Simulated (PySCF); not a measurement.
# Geometry relaxation of C$_{7}$H$_{16}$OSi (part 1 of 2)

The run: geometry relaxation of C$_{7}$H$_{16}$OSi. Method and program: PBE0-D3(BJ)/def2-SVP geometry optimisation, gas phase (PySCF 2.14.0).

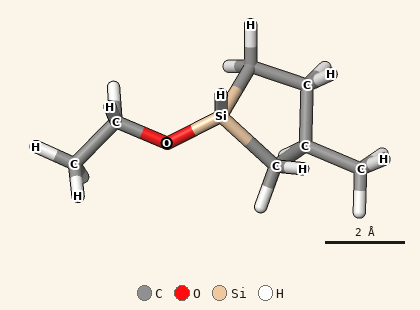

*The structure as given in the input (stick view, seen at a tilt).*

Bond lengths as drawn: C–C 1.52 to 1.55 Å, C–H 1.07 to 1.12 Å, C–O 1.42 Å, C–Si 1.90 to 1.92 Å, H–Si 1.45 Å and O–Si 1.58 Å.

### The input
```
{"job": {"xc": "PBE0", "basis": "def2-SVP", "d3": "d3bj", "grid": 1, "shake": 0.01, "kind": "geom"}, "charge": 0, "multiplicity": 1}
C      3.990160    -0.955540     0.400760
C      2.963630     0.159310     0.732860
O      1.762020    -0.053580     0.013150
Si     0.492860     0.886500    -0.043390
C     -0.705970     0.833210     1.458780
C     -2.076040     0.573710     0.840180
C     -1.888230    -0.466480    -0.271900
C     -3.180600    -0.703140    -1.037810
C     -0.774970     0.029370    -1.172690
H      3.555730    -1.902620     0.671530
H      4.885410    -0.774230     0.953550
H      4.185580    -0.922430    -0.662800
H      3.346370     1.158290     0.463200
H      2.737250     0.166300     1.817130
H      0.798800     2.255250    -0.407420
H     -0.442570     0.032330     2.147140
H     -0.731400     1.755880     2.071830
H     -2.803900     0.229570     1.591710
H     -2.457590     1.485720     0.407150
H     -1.605790    -1.399280     0.194590
H     -3.989400    -1.072980    -0.373020
H     -3.537870     0.194580    -1.500950
H     -3.038820    -1.434300    -1.840270
H     -1.186340     0.747290    -1.906670
H     -0.345910    -0.810680    -1.768600
```

The first line tells a small driver script what to run in PySCF; the rest is the geometry in Å.

Run on 1 CPU thread, shared host.

Launched with:
```bash
OMP_NUM_THREADS=1 python <driver script> task.json out
```

### What the program printed
```
step   0  E = -640.26912566  max force = 0.074655
step   1  E = -640.28278204  max force = 0.006356
step   2  E = -640.28323026  max force = 0.002469
step   3  E = -640.28332600  max force = 0.000654
step   4  E = -640.28335817  max force = 0.000696
step   5  E = -640.28341483  max force = 0.001023
step   6  E = -640.28344822  max force = 0.000769
step   7  E = -640.28347450  max force = 0.000622
step   8  E = -640.28348776  max force = 0.000486
step   9  E = -640.28349686  max force = 0.000619
step  10  E = -640.28350405  max force = 0.000414
optimisation converged
```

### Trajectory as extended XYZ (Å, eV, eV/Å), 11 frames, from step=0 to step=10
```
25
Properties=species:S:1:pos:R:3:forces:R:3 step=0 energy=-17422.61034
C     3.9902   -0.9555    0.4008   -1.7675   1.6253   0.0415
C     2.9636    0.1593    0.7329    0.0996  -0.6451  -0.2679
O     1.7620   -0.0536    0.0132    3.0219  -1.7180   0.4336
Si    0.4929    0.8865   -0.0434   -3.8389   0.2529   0.1093
C    -0.7060    0.8332    1.4588    0.2747   1.0286   0.1714
C    -2.0760    0.5737    0.8402    0.5852  -1.0024   0.2506
C    -1.8882   -0.4665   -0.2719   -1.1134   0.9007  -0.2121
C    -3.1806   -0.7031   -1.0378   -0.0067  -1.0369   0.6613
C    -0.7750    0.0294   -1.1727    0.6910  -0.1684  -0.7546
H     3.5557   -1.9026    0.6715   -0.1795  -0.7793   0.1434
H     4.8854   -0.7742    0.9536    1.0418   0.0533   0.5450
H     4.1856   -0.9224   -0.6628    0.2165  -0.1416  -0.5768
H     3.3464    1.1583    0.4632    0.2687   0.0163   0.0797
H     2.7372    0.1663    1.8171    0.1249  -0.0043  -0.0316
H     0.7988    2.2553   -0.4074    0.4154   0.8852  -0.2675
H    -0.4426    0.0323    2.1471    0.2124  -0.4744   0.2383
H    -0.7314    1.7559    2.0718    0.1586  -0.1227  -0.0953
H    -2.8039    0.2296    1.5917   -0.0923   0.0311   0.0081
H    -2.4576    1.4857    0.4072   -0.3998   0.7228  -0.3678
H    -1.6058   -1.3993    0.1946    0.3789  -0.6982   0.3650
H    -3.9894   -1.0730   -0.3730    0.2045   0.0345  -0.1607
H    -3.5379    0.1946   -1.5010   -0.2985   1.0234  -0.4213
H    -3.0388   -1.4343   -1.8403    0.0050  -0.2265  -0.1195
H    -1.1863    0.7473   -1.9067    0.0083   0.0079   0.0288
H    -0.3459   -0.8107   -1.7686   -0.0109   0.4357   0.1992
25
Properties=species:S:1:pos:R:3:forces:R:3 step=1 energy=-17422.98194
C     4.0338   -0.8921    0.4901   -0.0737   0.1682   0.1172
C     2.9660    0.1512    0.7505   -0.0003  -0.0293  -0.0244
O     1.8228   -0.1638   -0.0053   -0.3268   0.2435  -0.0772
Si    0.4528    0.8075   -0.1096   -0.0091  -0.2139   0.1143
C    -0.6518    0.7974    1.4366    0.0273   0.0440   0.0227
C    -2.0483    0.5564    0.8438    0.0007   0.0451  -0.0261
C    -1.9486   -0.4533   -0.3088   -0.0447  -0.0291   0.0899
C    -3.2733   -0.6727   -1.0182   -0.0565   0.0830  -0.1407
C    -0.8306    0.0268   -1.2528    0.1194  -0.1510  -0.0026
H     3.6510   -1.8862    0.7663    0.0652  -0.0111  -0.0224
H     4.9463   -0.6816    1.0752   -0.1066  -0.0379  -0.0706
H     4.2888   -0.9008   -0.5795    0.0353  -0.0480  -0.0029
H     3.3374    1.1603    0.4780    0.0250  -0.0401   0.0457
H     2.7129    0.1805    1.8295    0.0572   0.0095  -0.0127
H     0.8508    2.2000   -0.4995    0.1012  -0.0346  -0.0173
H    -0.3675   -0.0347    2.1056    0.0345  -0.0374  -0.0965
H    -0.6143    1.7103    2.0499    0.0393   0.0394  -0.0300
H    -2.7665    0.2164    1.6086   -0.0355   0.0172  -0.0176
H    -2.4478    1.5046    0.4310    0.0044  -0.0526   0.0759
H    -1.6402   -1.4197    0.1389    0.0673   0.0656  -0.0661
H    -4.0494   -1.0368   -0.3284   -0.0284  -0.0227   0.0308
H    -3.6405    0.2683   -1.4681    0.0387  -0.0525   0.0634
H    -3.1746   -1.4037   -1.8358   -0.0013  -0.0262   0.0267
H    -1.2322    0.7758   -1.9576    0.0264   0.0721   0.0392
H    -0.4251   -0.7923   -1.8657    0.0409  -0.0014  -0.0187
25
Properties=species:S:1:pos:R:3:forces:R:3 step=2 energy=-17422.99414
C     4.0175   -0.8859    0.4944   -0.0222   0.0359   0.0140
C     2.9494    0.1523    0.7504   -0.0236  -0.0520  -0.0278
O     1.8096   -0.1587   -0.0131   -0.0890   0.1269   0.0062
Si    0.4467    0.8097   -0.1152    0.0406  -0.0718   0.0302
C    -0.6445    0.8001    1.4306   -0.0271   0.0539   0.0523
C    -2.0442    0.5550    0.8463    0.0192  -0.0111  -0.0132
C    -1.9445   -0.4523   -0.3111   -0.0416   0.0013   0.0300
C    -3.2735   -0.6771   -1.0145   -0.0086   0.0133  -0.0313
C    -0.8268    0.0272   -1.2579    0.0236  -0.0803  -0.0383
H     3.6450   -1.8853    0.7635    0.0163  -0.0124  -0.0008
H     4.9216   -0.6750    1.0855    0.0008  -0.0061  -0.0040
H     4.2870   -0.8972   -0.5719    0.0134  -0.0133  -0.0040
H     3.3280    1.1603    0.4890   -0.0046   0.0054   0.0036
H     2.6981    0.1766    1.8292   -0.0034   0.0082   0.0038
H     0.8653    2.1950   -0.5086    0.0507  -0.0096  -0.0158
H    -0.3490   -0.0392    2.0845    0.0268  -0.0245  -0.0426
H    -0.5964    1.7125    2.0448    0.0052  -0.0035  -0.0167
H    -2.7595    0.2091    1.6114   -0.0119  -0.0005  -0.0081
H    -2.4513    1.5028    0.4457   -0.0094  -0.0068   0.0132
H    -1.6219   -1.4156    0.1285    0.0236   0.0105  -0.0075
H    -4.0439   -1.0463   -0.3187    0.0043  -0.0013   0.0026
H    -3.6452    0.2633   -1.4564    0.0085  -0.0066   0.0147
H    -3.1772   -1.4089   -1.8316    0.0012  -0.0087   0.0145
H    -1.2232    0.7844   -1.9575    0.0032   0.0333   0.0214
H    -0.4155   -0.7888   -1.8727    0.0040   0.0196   0.0036
25
Properties=species:S:1:pos:R:3:forces:R:3 step=3 energy=-17422.99675
C     4.0094   -0.8840    0.5001   -0.0114  -0.0071  -0.0145
C     2.9371    0.1508    0.7504   -0.0105  -0.0192  -0.0009
O     1.8024   -0.1516   -0.0219    0.0194  -0.0007   0.0104
Si    0.4450    0.8164   -0.1232    0.0123   0.0135  -0.0157
C    -0.6395    0.8053    1.4252   -0.0337   0.0271   0.0148
C    -2.0409    0.5521    0.8476    0.0158  -0.0138   0.0010
C    -1.9404   -0.4515   -0.3130   -0.0001   0.0050  -0.0038
C    -3.2720   -0.6838   -1.0091    0.0088  -0.0125   0.0074
C    -0.8276    0.0332   -1.2645   -0.0124  -0.0094  -0.0084
H     3.6420   -1.8874    0.7618   -0.0052  -0.0003   0.0053
H     4.9071   -0.6733    1.1000    0.0121   0.0081   0.0095
H     4.2926   -0.8942   -0.5630   -0.0026   0.0060  -0.0003
H     3.3174    1.1606    0.4987    0.0062   0.0069  -0.0014
H     2.6776    0.1709    1.8274   -0.0004  -0.0006   0.0054
H     0.8790    2.1966   -0.5205    0.0129  -0.0050  -0.0085
H    -0.3318   -0.0397    2.0660    0.0151  -0.0075  -0.0070
H    -0.5880    1.7152    2.0419   -0.0103  -0.0084   0.0030
H    -2.7514    0.1976    1.6134    0.0018  -0.0036   0.0023
H    -2.4588    1.4979    0.4550   -0.0040   0.0068  -0.0061
H    -1.6054   -1.4124    0.1216    0.0005  -0.0075   0.0093
H    -4.0348   -1.0580   -0.3075    0.0014   0.0030  -0.0020
H    -3.6510    0.2549   -1.4462   -0.0033   0.0051  -0.0069
H    -3.1763   -1.4167   -1.8250   -0.0009  -0.0003   0.0007
H    -1.2252    0.7969   -1.9570   -0.0087   0.0069   0.0144
H    -0.4144   -0.7779   -1.8834   -0.0029   0.0076  -0.0077
25
Properties=species:S:1:pos:R:3:forces:R:3 step=4 energy=-17422.99762
C     4.0022   -0.8853    0.5032    0.0112  -0.0205  -0.0103
C     2.9317    0.1507    0.7527   -0.0077   0.0010   0.0086
O     1.8006   -0.1442   -0.0268    0.0323  -0.0275   0.0092
Si    0.4452    0.8249   -0.1295   -0.0108   0.0358  -0.0157
C    -0.6373    0.8116    1.4212   -0.0133   0.0089  -0.0100
C    -2.0384    0.5494    0.8480    0.0002  -0.0071   0.0044
C    -1.9355   -0.4519   -0.3140    0.0115  -0.0014  -0.0089
C    -3.2678   -0.6927   -1.0056    0.0074  -0.0118   0.0114
C    -0.8292    0.0410   -1.2690   -0.0055   0.0045   0.0085
H     3.6316   -1.8893    0.7592   -0.0048   0.0037   0.0028
H     4.8972   -0.6787    1.1088    0.0068   0.0041   0.0040
H     4.2912   -0.8916   -0.5584   -0.0042   0.0055   0.0013
H     3.3171    1.1607    0.5085    0.0000   0.0023  -0.0017
H     2.6673    0.1663    1.8288   -0.0044   0.0000   0.0000
H     0.8842    2.2031   -0.5294    0.0015  -0.0050  -0.0051
H    -0.3206   -0.0347    2.0561    0.0080   0.0018   0.0055
H    -0.5886    1.7199    2.0401   -0.0103  -0.0055   0.0072
H    -2.7438    0.1883    1.6155    0.0036  -0.0021   0.0026
H    -2.4651    1.4928    0.4586    0.0004   0.0036  -0.0061
H    -1.5919   -1.4110    0.1182   -0.0036  -0.0044   0.0075
H    -4.0256   -1.0712   -0.3009   -0.0002   0.0030  -0.0018
H    -3.6542    0.2435   -1.4416   -0.0029   0.0032  -0.0080
H    -3.1705   -1.4258   -1.8210   -0.0006   0.0009  -0.0027
H    -1.2326    0.8075   -1.9551   -0.0099   0.0014   0.0104
H    -0.4153   -0.7655   -1.8931   -0.0048   0.0058  -0.0130
25
Properties=species:S:1:pos:R:3:forces:R:3 step=5 energy=-17422.99916
C     3.9852   -0.8913    0.5107    0.0185  -0.0114   0.0056
C     2.9198    0.1507    0.7589    0.0068   0.0194   0.0173
O     1.7968   -0.1251   -0.0378    0.0267  -0.0526  -0.0049
Si    0.4454    0.8487   -0.1439   -0.0385   0.0479  -0.0046
C    -0.6332    0.8287    1.4116    0.0270  -0.0198  -0.0365
C    -2.0329    0.5425    0.8487   -0.0239   0.0033   0.0062
C    -1.9214   -0.4537   -0.3163    0.0172  -0.0123  -0.0113
C    -3.2544   -0.7177   -0.9979   -0.0006  -0.0052   0.0081
C    -0.8331    0.0632   -1.2786    0.0152   0.0094   0.0250
H     3.6042   -1.8949    0.7528   -0.0028   0.0056  -0.0020
H     4.8750   -0.6969    1.1289   -0.0053  -0.0010  -0.0051
H     4.2864   -0.8883   -0.5475   -0.0048   0.0020   0.0010
H     3.3172    1.1603    0.5318   -0.0026  -0.0059  -0.0011
H     2.6420    0.1562    1.8319   -0.0025  -0.0013  -0.0048
H     0.8908    2.2232   -0.5493   -0.0081  -0.0033   0.0016
H    -0.2952   -0.0168    2.0371   -0.0060   0.0156   0.0234
H    -0.5946    1.7338    2.0351   -0.0059   0.0023   0.0066
H    -2.7251    0.1661    1.6210    0.0040   0.0002   0.0004
H    -2.4807    1.4787    0.4652    0.0065  -0.0025  -0.0019
H    -1.5567   -1.4078    0.1105   -0.0035   0.0040   0.0018
H    -4.0006   -1.1079   -0.2873   -0.0013   0.0014  -0.0006
H    -3.6599    0.2113   -1.4325    0.0001  -0.0011  -0.0047
H    -3.1508   -1.4503   -1.8129    0.0005   0.0013  -0.0046
H    -1.2543    0.8354   -1.9474   -0.0089  -0.0019   0.0029
H    -0.4180   -0.7302   -1.9184   -0.0079   0.0058  -0.0179
```
